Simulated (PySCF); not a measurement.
## Electronic structure of C3H7ClSi2 in real space

```yaml
atoms:
  - { symbol: Cl, position_ang: [-1.7839, 0.7958, 1.8558] }
  - { symbol: C, position_ang: [-1.3073, 0.3490, 0.1642] }
  - { symbol: C, position_ang: [-0.8934, -1.0825, 0.2048] }
  - { symbol: C, position_ang: [0.3703, -1.4776, 0.0827] }
  - { symbol: Si, position_ang: [1.7091, -0.1814, -0.2257] }
  - { symbol: Si, position_ang: [0.1376, 1.5026, -0.4059] }
  - { symbol: H, position_ang: [-2.2263, 0.4649, -0.4121] }
  - { symbol: H, position_ang: [-1.6911, -1.7943, 0.3913] }
  - { symbol: H, position_ang: [0.5978, -2.5318, 0.1558] }
  - { symbol: H, position_ang: [2.6575, -0.1477, 0.8934] }
  - { symbol: H, position_ang: [2.4730, -0.5369, -1.4279] }
  - { symbol: H, position_ang: [-0.2057, 1.9638, -1.7587] }
  - { symbol: H, position_ang: [0.1580, 2.6765, 0.4645] }
```

Geometry: GFN2-xTB.

Method: B3LYP/def2-SVPD, SCF density, gas phase in PySCF 2.14.0.

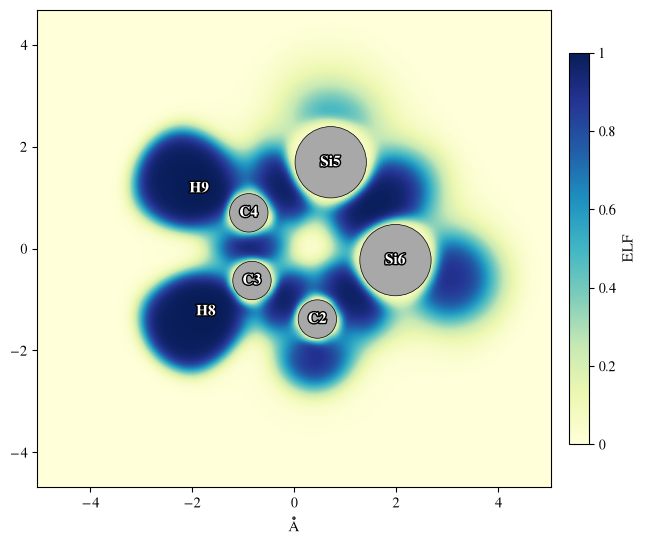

Figure 1. ELF on the plane of atoms C4, C3 and H8. Grey discs cover the atomic cores.

Q: What does the map show?

A: Atoms in the plane: C, Si and H. C–C (1.33 Å): the ELF peaks at about 0.95 between the atoms (a short, multiple covalent bond). C–Si (1.89 Å): the ELF peaks at about 0.95 between the atoms; a covalent bond. Si–Si (2.31 Å): the ELF peaks at about 1 between the atoms; a covalent bond. C–H (1.08 Å): the ELF climbs to about 1 towards the hydrogen, as it does in any bond to H; a covalent bond by its length. C–C (1.49 Å): the ELF peaks at about 0.95 between the atoms, as expected for a shared electron pair.

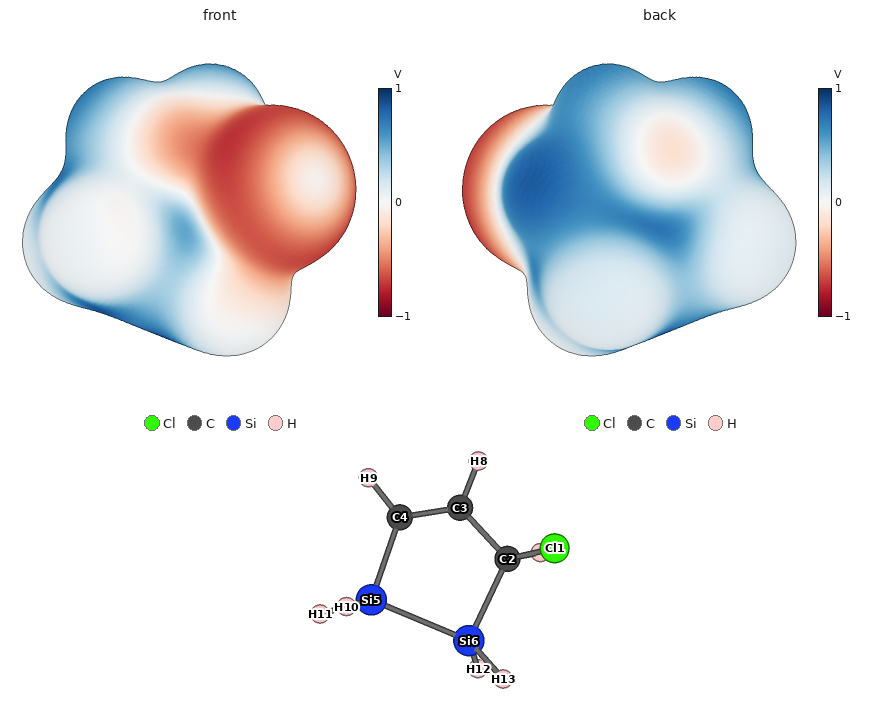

Figure 2. The molecular electrostatic potential painted on the density surface at 0.001 e/bohr³, seen from the front and from behind; red is negative and blue positive. The bare structure is drawn below in the same view.

Q: Where is the surface potential most negative and most positive?

A: The most negative region (about −0.7 V, or −16 kcal/mol for a unit charge) lies over Cl1, the most positive (about +0.9 V, or +21 kcal/mol for a unit charge) over Si5, Si6 and H7.

Q: What dipole moment does the calculation give?

A: Its dipole moment is 1.82 D.
